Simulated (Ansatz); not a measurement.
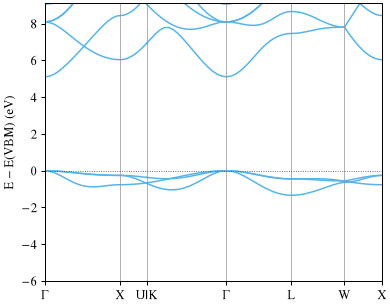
Band structure from LDA (plane waves, PAW; program Ansatz)

Read off the gap and where the band edges lie.

About 5.1 eV (5.11 eV by a search for the band edges); maximum at Γ, minimum at Γ.

The material is KCl (rock salt, Fm-3m).

Symmetry was held in the LDA relaxation; phonons on a q-mesh show no instability.

Potentials: the later of the program's two PAW sets.
